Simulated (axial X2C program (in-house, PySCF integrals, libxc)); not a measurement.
# All-electron X2C curves of BeH⁺

What are the state, bond length, wavenumber and bond energy of BeH⁺, and what does spin–orbit coupling change?

The runs use an in-house X2C program for linear molecules on PySCF integrals; all-electron X2C, Be dyall-cv3z, H dyall-v3z.

All values are calculated.

## Step 1: Set-up

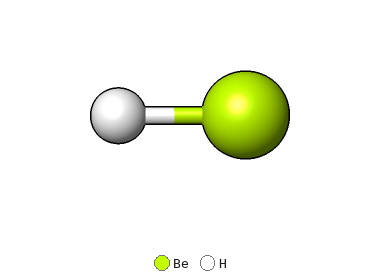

The two atoms at 1.340 Å (beryllium green, hydrogen white).

Input file task.json:

```json
{
 "zs": [
  4,
  1
 ],
 "q": 1,
 "bas": [
  "dyall-cv3z",
  "dyall-v3z"
 ],
 "levels": [
  "PBE0",
  "HF",
  "r2SCAN0"
 ],
 "cc": true,
 "r0": 1.34,
 "thr": -2.0,
 "nmax": 90,
 "npts": 10,
 "nst": 2,
 "ntry": 6
}
```

Keys: zs atomic numbers; q charge; bas basis sets; levels methods (HF also brings MP2); cc coupled cluster on or off; r0 starting distance in Å; thr threshold in hartree for freezing inner shells (an s shell follows its p shell); nmax most natural virtual spinors; npts points asked for on the curve; nst determinants followed; ntry starts of the search.

Launch:

```bash
python so2c.py task.json out
```

Spin-free means the one-electron spin-free X2C Hamiltonian; two-component (2c) means X2C with spin–orbit coupling and atomic mean-field two-electron Coulomb and Gaunt terms. Basis: Be dyall-cv3z contracted to [8s8p3d1f], H dyall-v3z contracted to [6s2p1d]; Gaussian nuclei, density fitting. Masses: Be 9.012 u, H 1.008 u.

Notation: σ, π±, δ± give the projection m of an orbital's angular momentum (0, ±1, ±2), α and β its spin, Λ and M_S the sums; ω is the projection of a spinor's total angular momentum and Ω the sum. Logs are in hartree.

The results follow Hamiltonian by Hamiltonian and level by level.

## Step 2: Which state to follow

Determinants are compared with PBE0 at 1.340 Å.

Spin-free determinants:

```json
{"ΔE (eV)": "0.00", "state": "M_S = 0, Λ = 0", "open shells": "closed shell"}
{"ΔE (eV)": "4.01", "state": "M_S = 1, Λ = 0", "open shells": "beyond closed shells: 2 × σα"}
```

Two-component determinants:

```csv
ΔE (eV),state,open shells
0.00,Ω = 0,closed shell
4.01,Ω = 1,excess of +ω over −ω: 2 × ω = 1/2
```

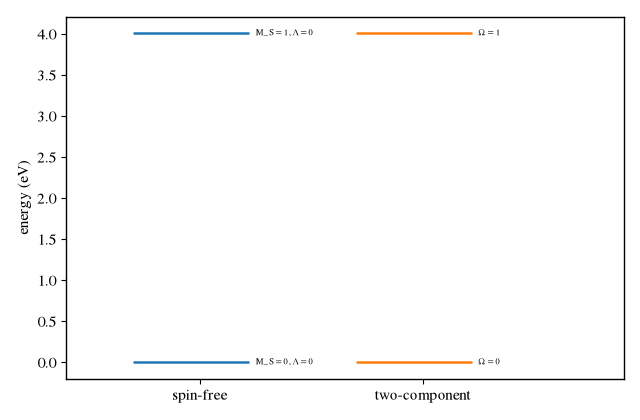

The determinants found, each set from its own lowest.

## Step 3: PBE0, spin-free

State followed: M_S = 0, Λ = 0 (closed shell). The scan is laid around 1.318 Å, a first estimate of the minimum, and this SCF restarts from the orbitals of the search.

Output at 1.318 Å:

```text
spin-free X2C-1e  PBE0
basis functions 71  fitting functions 344  grid points 4349
iter        total energy     max residual
   1        -14.776494560     5.60e-01
   2        -14.919282244     6.71e-03
   3        -14.919350831     6.55e-04
   4        -14.919352531     1.05e-04
   5        -14.919352586     3.66e-05
   6        -14.919352592     1.98e-06
   7        -14.919352592     2.64e-07
converged
one-electron -21.21844397  Coulomb 7.60729687  exact exchange -0.71239034  xc functional -2.20181579  nuclear repulsion 1.60600064
```

Along the bond, energies from the lowest point:

```csv
R (Å),E (eV),μ (D),HOMO (eV),LUMO (eV),iterations
1.147,0.3087,-3.08,-17.70,-10.45,7
1.199,0.1361,-3.04,-17.52,-10.49,7
1.239,0.0570,-3.01,-17.39,-10.51,7
1.278,0.0134,-2.97,-17.25,-10.54,7
1.318,0.0000,-2.93,-17.12,-10.57,7
1.364,0.0161,-2.88,-16.98,-10.60,7
1.410,0.0606,-2.82,-16.83,-10.63,7
1.470,0.1505,-2.74,-16.65,-10.68,7
1.542,0.2985,-2.62,-16.45,-10.73,7
1.647,0.5634,-2.44,-16.16,-10.80,7
```

Dipoles are positive if H is the positive end and refer to the centre of mass.

Outer orbitals at the reference distance:

```json
{"symmetry": "σα", "occupied": "yes", "ε (eV)": "-17.12", "atomic character": "52% H s, 33% Be s, 12% Be p"}
{"symmetry": "σα", "occupied": "no", "ε (eV)": "-10.57", "atomic character": "54% Be p, 38% Be s, 5% H s"}
{"symmetry": "π-α", "occupied": "no", "ε (eV)": "-8.18", "atomic character": "94% Be p, 5% H p"}
{"symmetry": "π+α", "occupied": "no", "ε (eV)": "-8.18", "atomic character": "94% Be p, 5% H p"}
{"symmetry": "σα", "occupied": "no", "ε (eV)": "-2.96", "atomic character": "84% Be s, 10% H s, 3% H p"}
```

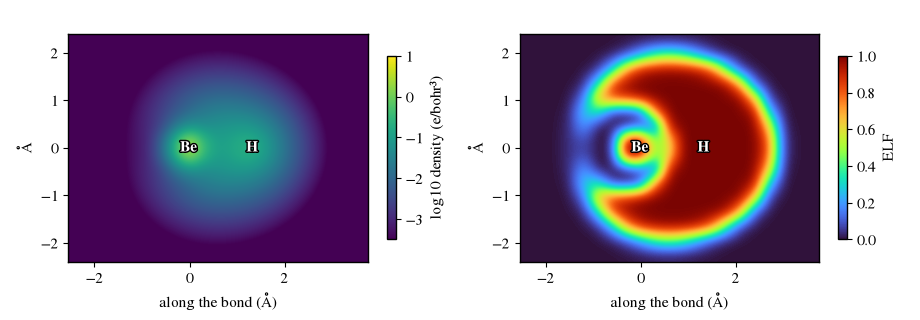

PBE0 fields in a plane through the axis, from a grid of 0.3 Å; Be lies at z = 0 and H at z = 1.318 Å; the ELF is damped to zero where the density is low.

Re = 1.318 Å, ωe = 2205 cm⁻¹, ωexe = 34.3 cm⁻¹, Be = 10.71 cm⁻¹, De = 2.95 eV, μ = -2.93 D.

## Step 4: HF, spin-free

Output at 1.318 Å:

```text
spin-free X2C-1e  HF
basis functions 71  fitting functions 344  grid points 4349
iter        total energy     max residual
   1        -14.854707831     6.63e-02
   2        -14.856372933     2.90e-03
   3        -14.856444534     7.37e-04
   4        -14.856455441     3.21e-04
   5        -14.856457236     2.30e-05
   6        -14.856457243     1.05e-06
   7        -14.856457243     1.18e-07
converged
one-electron -21.21766109  Coulomb 7.61732833  exact exchange -2.86212512  xc functional 0.00000000  nuclear repulsion 1.60600064
```

Re = 1.306 Å, ωe = 2312 cm⁻¹, ωexe = 31.1 cm⁻¹, Be = 10.91 cm⁻¹, De = 2.08 eV, μ = -3.18 D.

## Step 5: r2SCAN0, spin-free

The SCF at the reference distance of 1.318 Å:

```text
spin-free X2C-1e  r2SCAN0
basis functions 71  fitting functions 344  grid points 4349
iter        total energy     max residual
   1        -14.937767259     2.08e-02
   2        -14.938238014     1.39e-03
   3        -14.938250959     4.40e-04
   4        -14.938252284     9.30e-05
   5        -14.938252377     1.99e-05
   6        -14.938252384     8.37e-07
   7        -14.938252384     1.03e-07
converged
one-electron -21.21913887  Coulomb 7.61551744  exact exchange -0.71453646  xc functional -2.22609514  nuclear repulsion 1.60600064
```

Re = 1.308 Å, ωe = 2258 cm⁻¹, ωexe = 33.9 cm⁻¹, Be = 10.86 cm⁻¹, De = 2.98 eV, μ = -3.08 D.

## Step 6: Correlated methods, spin-free

Correlated methods: 2 electrons correlated (frozen shells, counted by type: Be 1 s; H none), 110 virtual spinors in MP2, 36 natural virtuals in coupled cluster.

Output of the correlated part at 1.318 Å:

```text
correlated 2  virtual 110  natural virtual 36  E(MP2) -0.030155897  MP2 remainder -0.000528508
iter   CCSD correlation   residual
   1     -0.035677576   6.43e-02
   2     -0.038521962   2.45e-02
   3     -0.038619024   4.52e-03
   4     -0.038616280   1.42e-03
   5     -0.038616048   2.03e-04
   6     -0.038616939   2.68e-05
   7     -0.038616782   4.32e-06
   8     -0.038616804   4.34e-07
   9     -0.038616802   7.88e-08
(T) 0.0  T1 0.0120  D1 0.0120  max T2 0.081
```

T1 in the output is the amplitude norm over the root of the electron number; divide by √2 for the Lee–Taylor value.

MP2: Re = 1.309 Å, ωe = 2270 cm⁻¹, Be = 10.86 cm⁻¹, De = 2.90 eV.

CCSD: Re = 1.317 Å, ωe = 2200 cm⁻¹, ωexe = 39.1 cm⁻¹, Be = 10.73 cm⁻¹, De = 3.15 eV. T1 at Re = 0.008 (Lee–Taylor, the printed value over √2).

CCSD(T): Re = 1.317 Å, ωe = 2200 cm⁻¹, ωexe = 39.1 cm⁻¹, Be = 10.73 cm⁻¹, De = 3.15 eV. T1 at Re = 0.008 (Lee–Taylor, the printed value over √2).

## Step 7: The spin-free curves together

Energy (eV) of the followed determinant, spin-free, from each level's lowest point:

```csv
R (Å),PBE0,HF,MP2,CCSD,CCSD(T),r2SCAN0
1.147,0.309,0.284,0.287,n/a,n/a,0.284
1.199,0.136,0.116,0.120,0.133,0.133,0.118
1.239,0.057,0.043,0.045,0.055,0.055,0.045
1.278,0.013,0.006,0.007,0.012,0.012,0.007
1.318,0.000,0.000,0.000,0.000,0.000,0.000
1.364,0.016,0.027,0.024,0.017,0.017,0.024
1.410,0.061,0.083,0.076,0.062,0.062,0.076
1.470,0.151,0.190,0.177,0.151,0.151,0.175
1.542,0.299,0.362,0.339,n/a,n/a,0.336
1.647,0.563,0.666,0.624,n/a,n/a,0.618
```

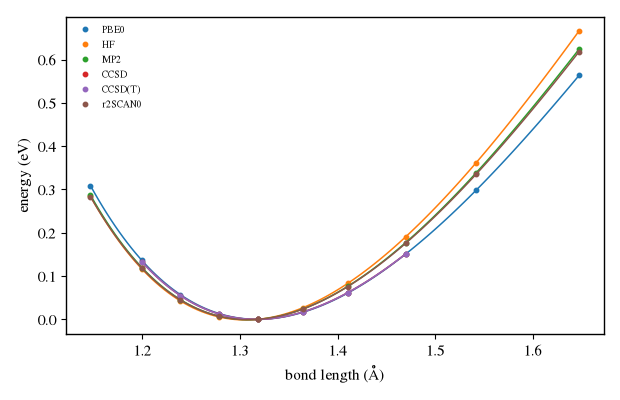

Curves of the followed state, spin-free, each from its own lowest point.

## Step 8: PBE0, 2c

State followed: Ω = 0 (closed shell). The scan is laid around 1.318 Å, a first estimate of the minimum, and this SCF restarts from the orbitals of the search.

Output at 1.318 Å:

```text
two-component X2C + atomic mean field  PBE0
basis functions 71  fitting functions 344  grid points 4349
iter        total energy     max residual
   1        -14.776022800     5.60e-01
   2        -14.918930814     6.71e-03
   3        -14.918999325     6.55e-04
   4        -14.919001022     1.05e-04
   5        -14.919001077     3.66e-05
   6        -14.919001083     1.97e-06
   7        -14.919001083     2.63e-07
converged
one-electron -21.21761461  Coulomb 7.60708814  exact exchange -0.71236879  xc functional -2.20175119  nuclear repulsion 1.60600064  atomic mean-field constant -0.00035527
```

Along the bond, energies from the lowest point:

```csv
R (Å),E (eV),μ (D),HOMO (eV),LUMO (eV),iterations
1.147,0.3088,-3.08,-17.70,-10.45,7
1.199,0.1362,-3.04,-17.52,-10.49,7
1.239,0.0570,-3.01,-17.39,-10.51,7
1.278,0.0134,-2.97,-17.25,-10.54,7
1.318,0.0000,-2.93,-17.12,-10.57,7
1.364,0.0161,-2.88,-16.97,-10.60,7
1.410,0.0605,-2.82,-16.83,-10.63,7
1.470,0.1505,-2.74,-16.65,-10.68,7
1.542,0.2985,-2.62,-16.45,-10.73,7
1.647,0.5633,-2.44,-16.16,-10.80,7
```

Dipoles are positive if H is the positive end and refer to the centre of mass.

Outer spinors at the reference distance:

```tsv
ω	occupied	ε (eV)	atomic character	λ mixture
1/2	yes	-17.12	52% H s, 33% Be s, 12% Be p	100% σ
1/2	no	-10.57	54% Be p, 38% Be s, 5% H s	100% σ
1/2	no	-8.18	94% Be p, 5% H p	100% π
3/2	no	-8.18	94% Be p, 5% H p	100% π
1/2	no	-2.96	84% Be s, 10% H s, 3% H p	100% σ
```

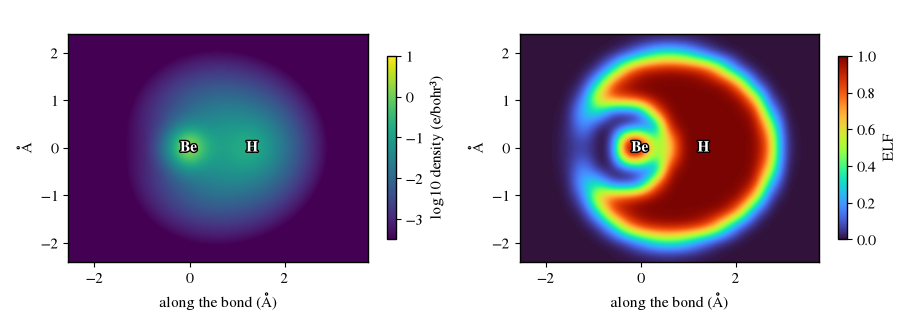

PBE0 fields in a plane through the axis, from a grid of 0.3 Å; Be lies at z = 0 and H at z = 1.318 Å; the ELF is damped to zero where the density is low.

Re = 1.318 Å, ωe = 2205 cm⁻¹, ωexe = 34.3 cm⁻¹, Be = 10.71 cm⁻¹, De = 2.95 eV, μ = -2.93 D.

## Step 9: HF, 2c

Output at 1.318 Å:

```text
two-component X2C + atomic mean field  HF
basis functions 71  fitting functions 344  grid points 4349
iter        total energy     max residual
   1        -14.854356263     6.63e-02
   2        -14.856021297     2.90e-03
   3        -14.856092905     7.37e-04
   4        -14.856103814     3.21e-04
   5        -14.856105608     2.30e-05
   6        -14.856105616     1.05e-06
   7        -14.856105616     1.18e-07
converged
one-electron -21.21683334  Coulomb 7.61712153  exact exchange -2.86203919  xc functional 0.00000000  nuclear repulsion 1.60600064  atomic mean-field constant -0.00035527
```

Re = 1.306 Å, ωe = 2312 cm⁻¹, ωexe = 31.1 cm⁻¹, Be = 10.91 cm⁻¹, De = 2.08 eV, μ = -3.18 D.

## Step 10: r2SCAN0, 2c

The SCF at the reference distance of 1.318 Å:

```text
two-component X2C + atomic mean field  r2SCAN0
basis functions 71  fitting functions 344  grid points 4349
iter        total energy     max residual
   1        -14.937414791     2.08e-02
   2        -14.937885552     1.39e-03
   3        -14.937898498     4.40e-04
   4        -14.937899822     9.30e-05
   5        -14.937899916     1.99e-05
   6        -14.937899922     8.37e-07
   7        -14.937899922     1.03e-07
converged
one-electron -21.21831008  Coulomb 7.61530956  exact exchange -0.71451497  xc functional -2.22602980  nuclear repulsion 1.60600064  atomic mean-field constant -0.00035527
```

Re = 1.308 Å, ωe = 2258 cm⁻¹, ωexe = 33.9 cm⁻¹, Be = 10.86 cm⁻¹, De = 2.98 eV, μ = -3.08 D.

## Step 11: MP2 and beyond, 2c

Correlated methods: 2 electrons correlated (frozen shells, counted by type: Be 1 s; H none), 110 virtual spinors in MP2, 36 natural virtuals in coupled cluster.

Output of the correlated part at 1.318 Å:

```text
correlated 2  virtual 110  natural virtual 36  E(MP2) -0.030155818  MP2 remainder -0.000528483
iter   CCSD correlation   residual
   1     -0.035677443   6.43e-02
   2     -0.038521767   2.45e-02
   3     -0.038618824   4.52e-03
   4     -0.038616081   1.42e-03
   5     -0.038615848   2.03e-04
   6     -0.038616740   2.68e-05
   7     -0.038616582   4.32e-06
   8     -0.038616605   4.34e-07
   9     -0.038616602   7.88e-08
(T) 0.0  T1 0.0120  D1 0.0120  max T2 0.081
```

MP2: Re = 1.309 Å, ωe = 2270 cm⁻¹, Be = 10.86 cm⁻¹, De = 2.90 eV.

CCSD: Re = 1.317 Å, ωe = 2200 cm⁻¹, ωexe = 39.1 cm⁻¹, Be = 10.73 cm⁻¹, De = 3.15 eV. T1 at Re = 0.008 (Lee–Taylor, the printed value over √2).

CCSD(T): Re = 1.317 Å, ωe = 2200 cm⁻¹, ωexe = 39.1 cm⁻¹, Be = 10.73 cm⁻¹, De = 3.15 eV. T1 at Re = 0.008 (Lee–Taylor, the printed value over √2).

## Step 12: The 2c curves together

Energy (eV) of the followed determinant, 2c, from each level's lowest point:

```csv
R (Å),PBE0,HF,MP2,CCSD,CCSD(T),r2SCAN0
1.147,0.309,0.284,0.287,n/a,n/a,0.284
1.199,0.136,0.116,0.120,0.133,0.133,0.118
1.239,0.057,0.043,0.046,0.055,0.055,0.045
1.278,0.013,0.006,0.007,0.012,0.012,0.007
1.318,0.000,0.000,0.000,0.000,0.000,0.000
1.364,0.016,0.027,0.024,0.017,0.017,0.024
1.410,0.061,0.083,0.076,0.062,0.062,0.075
1.470,0.150,0.190,0.177,0.151,0.151,0.175
1.542,0.298,0.362,0.339,n/a,n/a,0.335
1.647,0.563,0.666,0.624,n/a,n/a,0.618
```

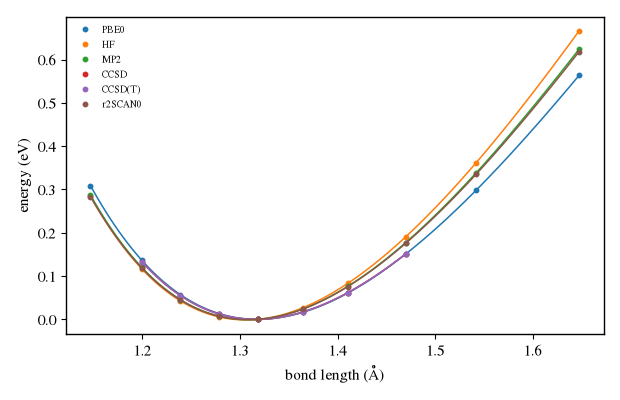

Curves of the followed state, 2c, each from its own lowest point.

The whole job took 7.8 s on 1 thread of Arm Neoverse V1, shared host.

## Step 13: What came out

Lowest determinant that the search found at its distance, spin-free: M_S = 0, Λ = 0 (closed shell).

Lowest determinant that the search found at its distance, 2c: Ω = 0 (closed shell).

```csv
Hamiltonian,level,Re (Å),ωe (cm⁻¹),De (eV),μ (D)
spin-free,PBE0,1.318,2205,2.95,-2.93
spin-free,HF,1.306,2312,2.08,-3.18
spin-free,MP2,1.309,2270,2.90,n/a
spin-free,CCSD,1.317,2200,3.15,n/a
spin-free,CCSD(T),1.317,2200,3.15,n/a
spin-free,r2SCAN0,1.308,2258,2.98,-3.08
2c,PBE0,1.318,2205,2.95,-2.93
2c,HF,1.306,2312,2.08,-3.18
2c,MP2,1.309,2270,2.90,n/a
2c,CCSD,1.317,2200,3.15,n/a
2c,CCSD(T),1.317,2200,3.15,n/a
2c,r2SCAN0,1.308,2258,2.98,-3.08
```

Dipoles are positive if H is the positive end and refer to the centre of mass.

Time per point (s) on 1 thread of Arm Neoverse V1, shared host (2c runs; CCSD comes with the CCSD(T) run); the times are rough: PBE0 0.067, HF 0.025, MP2 0.029, CCSD(T) 0.094, r2SCAN0 0.12.

What this shows: At CCSD(T), going from spin-free to two-component changes Re by 0 mÅ, ωe by 0.0 %, which is small (part of it comes from the scalar share of the two-electron terms). De moves by 0.00 eV; both De rest on single-determinant atoms, which can miss part of an open shell's spin–orbit lowering.

De refers to Be+ + H, each in the lowest determinant found, which need not be this curve's own limit. Each curve is one determinant whose occupation by symmetry is held fixed; it was picked as the lowest of a PBE0 search that is not exhaustive. The closed shell is kept restricted; where the fragments are open shells, the energy then runs too high at long range. Dissociation energies refer to the lowest single-determinant-based atoms at the same level and basis. Coupled cluster ran in a truncated set of natural virtual spinors; the MP2 energy of the rest was added. The meta-GGAs lack a current-density term, which matters for open shells with orbital currents, atoms included.
